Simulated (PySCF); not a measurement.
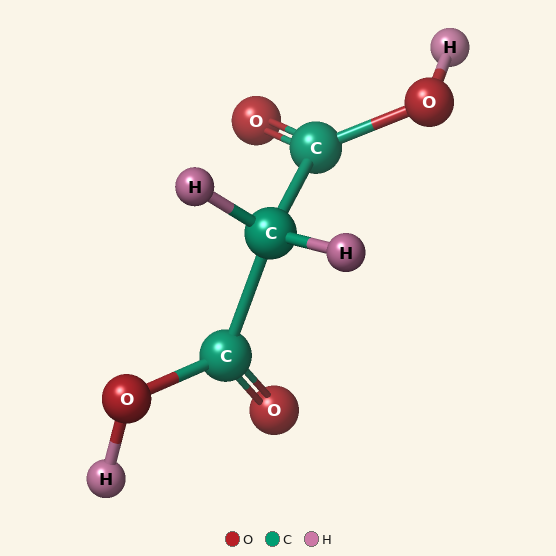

Double and triple bonds are drawn as two and three sticks.

Computed geometry: PBE0-D3(BJ)/def2-SVP optimisation. No frequency run is at hand to confirm it as a minimum.

Identify the structure.

Formula C3H4O4. Its SMILES string is `O=C(O)CC(=O)O`. It has no ring. Among its groups: carboxylic acid. Coordination: 2 C trigonal planar; 2 O bent; 1 C tetrahedral.

The parts below concern this one geometry. Atoms keep their numbers from picture to picture.

NMR shielding

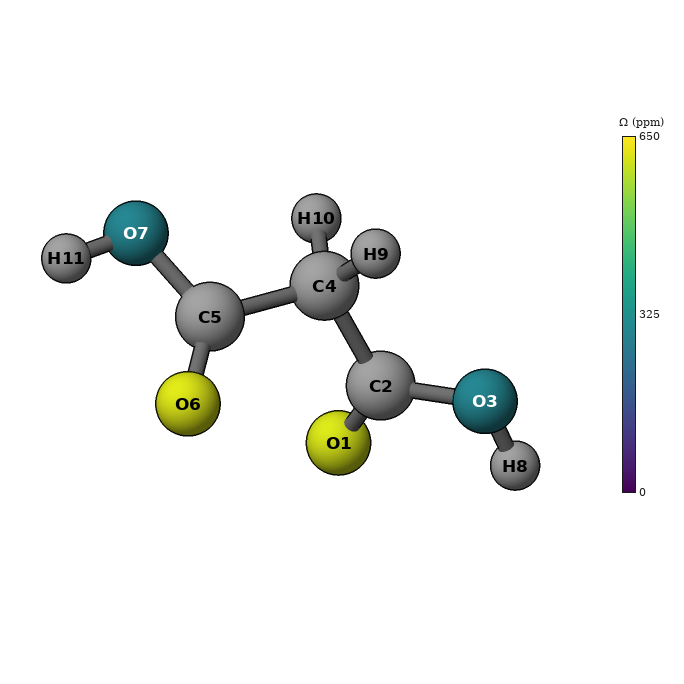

The O atoms are coloured by the span of their shielding tensor. No frequency run is at hand to confirm it as a minimum. Properties computed with GIAO PBE0/pcSseg-1 NMR shielding, non-relativistic, gas phase (PySCF 2.14.0). Principal shieldings σ11 ≤ σ22 ≤ σ33, span Ω = σ33 − σ11, skew κ = 3(σiso − σ22)/Ω.

Give the shielding tensors of the O atoms.

| atom | σ11 | σ22 | σ33 | σiso | Ω | κ |
| --- | --- | --- | --- | --- | --- | --- |
| O1 | −343.6 | −239.4 | 265.7 | −105.7 | 609.3 | 0.66 |
| O3 | −45.4 | 129.7 | 245.9 | 110.1 | 291.4 | −0.20 |
| O6 | −348.3 | −235.2 | 264.6 | −106.3 | 613.0 | 0.63 |
| O7 | −41.1 | 133.3 | 248.8 | 113.7 | 289.9 | −0.20 |

Shieldings and span in ppm.

Charges

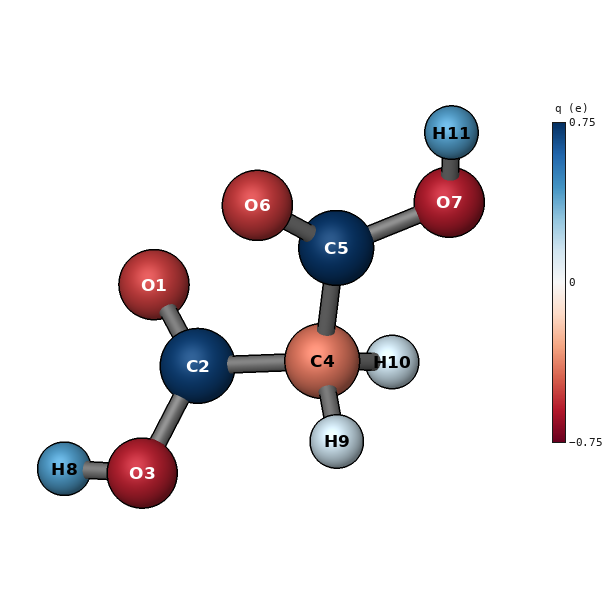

Atoms are coloured by their ESP-fitted charges. No frequency run is at hand to confirm it as a minimum. Method: PBE0/pcSseg-1, gas phase (PySCF 2.14.0).

List the ESP-fitted charges.

```json
{"atom": "O1", "value (e)": "−0.53"}
{"atom": "C2", "value (e)": "0.71"}
{"atom": "O3", "value (e)": "−0.58"}
{"atom": "C4", "value (e)": "−0.40"}
{"atom": "C5", "value (e)": "0.73"}
{"atom": "O6", "value (e)": "−0.53"}
{"atom": "O7", "value (e)": "−0.59"}
{"atom": "H8", "value (e)": "0.43"}
{"atom": "H9", "value (e)": "0.16"}
{"atom": "H10", "value (e)": "0.16"}
{"atom": "H11", "value (e)": "0.43"}
```

Dipole moment

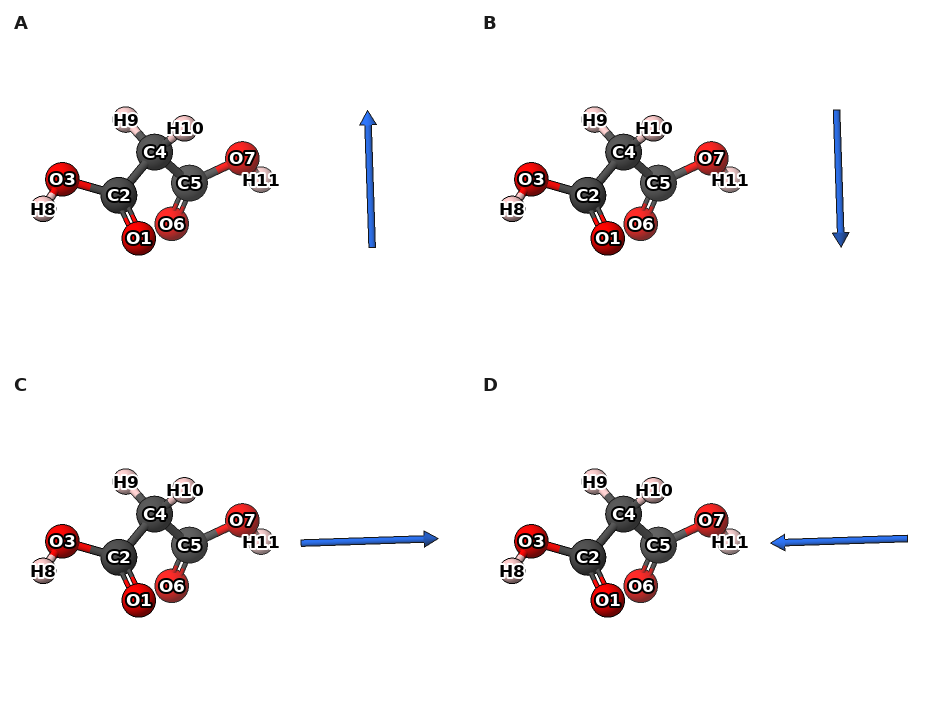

The same molecule four times, each with an arrow. No frequency run is at hand to confirm it as a minimum. Properties computed with PBE0/pcSseg-1, gas phase (PySCF 2.14.0).

**Which arrow points along the dipole moment, from the negative to the positive end?**

A. The dipole moment is 2.38 D; it points from the side of O1 to the side of H9 (the outermost atoms at the two ends).
